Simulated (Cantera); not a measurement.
A closed system holds: 1 mol SiO2, 0.52 mol F2, 34 mol N2, 2.8 mol HCl, equilibrated at 1330 Pa.

Cantera equilibrium calculation (NASA polynomials, part measured and part estimated; ideal gas, pure solids and liquids). Candidate condensed phases: H2O, NH4Cl, Si, SiO2, Si2N2O, Si3N4; 72 gas species. The tables' values for SiF3 are old estimates; treat these amounts as uncertain. The tables hold silica as quartz up to 1696 K and as liquid above; real silica turns to tridymite and cristobalite and melts near 1996 K. Kinetics and transport are ignored.

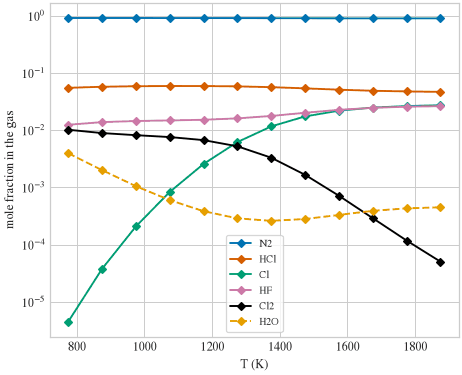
Figure: Equilibrium gas composition (values under 1e-9 drawn at 1e-9)

At 775 K the condensed part is SiO2(α-quartz). From 875 K to 1675 K the condensed part is SiO2(β-quartz). From 1775 K to 1875 K the condensed part is SiO2(condensed). The main Si-bearing gas is SiF4 throughout. The share of Si in condensed phases is highest at 1875 K (98.5 %) and lowest at 775 K (85.6 %).
